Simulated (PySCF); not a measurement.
```yaml
atoms:
  - { symbol: C, position_ang: [-2.1462, 1.2564, -0.2042] }
  - { symbol: N, position_ang: [-1.3874, 0.0558, 0.0179] }
  - { symbol: C, position_ang: [-2.0737, -1.1969, 0.2047] }
  - { symbol: C, position_ang: [-0.0261, 0.1429, 0.0475] }
  - { symbol: C, position_ang: [0.7594, -0.9953, 0.2613] }
  - { symbol: C, position_ang: [2.1370, -1.0040, 0.3074] }
  - { symbol: C, position_ang: [2.9040, 0.1409, 0.1429] }
  - { symbol: Cl, position_ang: [4.6368, -0.0257, 0.2270] }
  - { symbol: C, position_ang: [2.3716, 1.3868, -0.0805] }
  - { symbol: P, position_ang: [0.6842, 1.7492, -0.1955] }
  - { symbol: H, position_ang: [-1.8821, 1.7070, -1.1678] }
  - { symbol: H, position_ang: [-1.9346, 1.9965, 0.5760] }
  - { symbol: H, position_ang: [-3.2102, 1.0346, -0.1996] }
  - { symbol: H, position_ang: [-3.1464, -1.0331, 0.1412] }
  - { symbol: H, position_ang: [-1.7933, -1.9213, -0.5663] }
  - { symbol: H, position_ang: [-1.8520, -1.6280, 1.1859] }
  - { symbol: H, position_ang: [0.2664, -1.9455, 0.4026] }
  - { symbol: H, position_ang: [2.6437, -1.9417, 0.4789] }
  - { symbol: H, position_ang: [3.0391, 2.2307, -0.1984] }
```

Geometry: GFN2-xTB.

All numbers below come from PySCF 2.14.0, PBE0/pcSseg-1, SCF density, gas phase, non-relativistic.

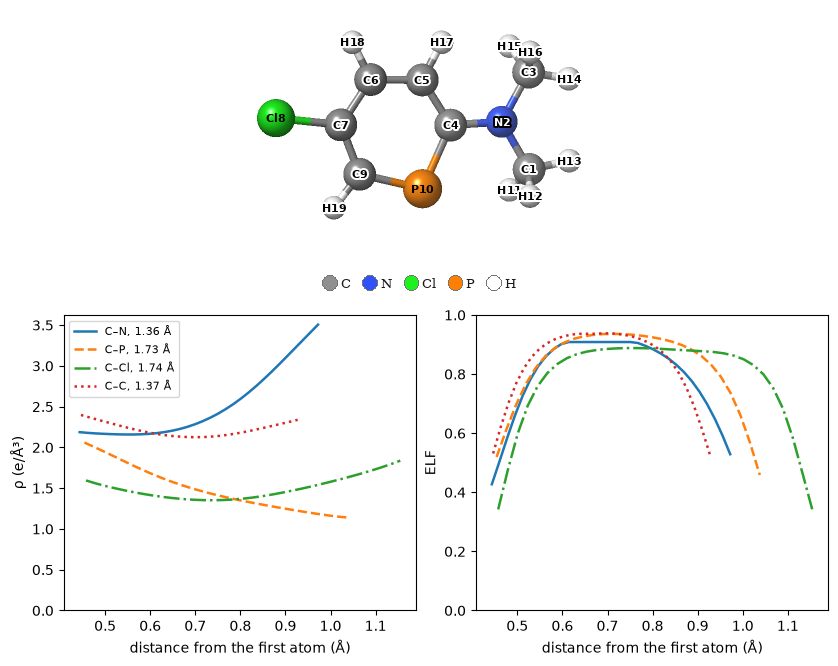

C7H9ClNP. Total electron density and electron localisation function along straight lines between neighbouring atoms. The curves leave out the atomic cores. The structure is drawn too.

Compare the contacts.

Answer. C–N (1.36 Å): the density is about 2.3 e/Å³ at the midpoint; the ELF peaks at about 0.90 between the atoms; a covalent bond.
C–P (1.73 Å): ρ at the midpoint is about 1.3 e/Å³; the ELF peaks at about 0.95 between the atoms, as expected for localised, covalent bonding.
C–Cl (1.74 Å): ρ is about 1.4 e/Å³ halfway; the ELF peaks at about 0.90 between the atoms; a covalent bond.
C–C (1.37 Å): ρ at the midpoint is about 2.1 e/Å³; the ELF peaks at about 0.95 between the atoms (localised, covalent bonding).
